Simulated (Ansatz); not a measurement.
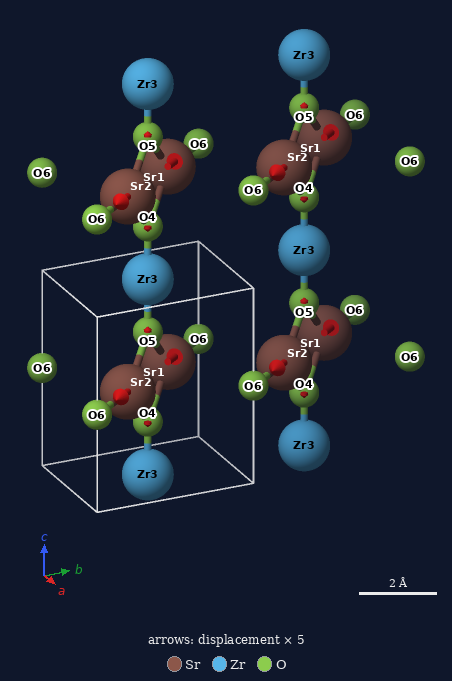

This is a relaxation of a crystal of Sr2ZrO3 (a generated structure, set up in Cmmm) (coarse preliminary run). The starting structure is drawn; red arrows show the displacements (the part carried along by the change of the cell is left out), magnified 5 times.

Style: ball-and-stick. Shown: the cell of the calculation, repeated 1 × 2 × 2 with one cell outlined, slightly off an axis.

The calculation used DFT PBE, scalar-relativistic, plane waves, PAW in Ansatz.

The input:
```yaml
crystal:
  lattice:
    - [2.8977109, -4.1500871, 0.0]
    - [2.8977109, 4.1500871, 0.0]
    - [0.0, 0.0, 5.24485323]
  atoms:
    - { symbol: Sr, position: [0.30291391, 0.69708609, 0.5] }
    - { symbol: Sr, position: [0.69708609, 0.30291391, 0.5] }
    - { symbol: Zr, position: [0.5, 0.5, 0.0] }
    - { symbol: O, position: [0.5, 0.5, 0.27061935] }
    - { symbol: O, position: [0.5, 0.5, 0.72938065] }
    - { symbol: O, position: [0.0, 0.0, 0.5] }
basis:
  ecutwfc: 420
kpoints:
  mp_grid: { grid: [4, 4, 4] }
hamiltonian:
  xc: pbe
scf:
  occupations: { method: gaussian, width: 0.1 }
  lower_state_search: "off"
output:
  forces: true
  stress: true
  eigenvalues: true
relax:
  adjacent_minimum: "off"
  f_tol: 0.04
  max_steps: 70
  cell: { stress_tol: 0.4 }
```

Launched with:
```bash
ansatz run input.yaml --threads 1 --pin off --max-ram 2560MiB --backend cpu --events-out ev --progress --plain --runs-dir out
```

Q: Atoms of which element are displaced furthest, and by how much?

A: Strontium: up to 0.19 Å, against 0.03 Å for oxygen.

Q: What did the optimiser do to the structure, and how much energy did it gain?

A: The largest moves relative to the cell, 0.19 Å, are those of Sr1 and Sr2. Sr2 goes along [1 −1 0]. By element the largest moves are Sr 0.19 Å, O 0.03 Å. Zr stays in place. The volume changes by +75.0 %, with a = b 5.062 → 5.499 Å (+8.6 %), c 5.245 → 7.302 Å (+39.2 %), γ 110.2° → 91.2°. Some distances before and after: Sr1–Zr3 3.091 → 4.044 Å, Sr1–Sr2 3.028 → 3.876 Å, Zr3–O4 1.419 → 1.946 Å, Sr1–O4 2.031 → 2.435 Å. Among the angles between lasting bonds that change: O4–Sr1–O5 72.7° → 88.9°, Sr1–O4–Sr2 107.3° → 91.1°, Sr1–O4–Zr3 126.3° → 134.4°. The space group stays Cmmm (No. 65). Over 16 accepted moves (19 points after the start) the energy falls by 21.944 eV per cell of the calculation. Largest force component: 33 eV/Å at the start, 0.01 eV/Å at the end. Pressure: 65.80 GPa at the start and 0.03 GPa at the end. At 3 points the geometry stayed and the basis and grid were re-selected for the new cell (energy shift of 0.883 eV per cell of the calculation at most each time).
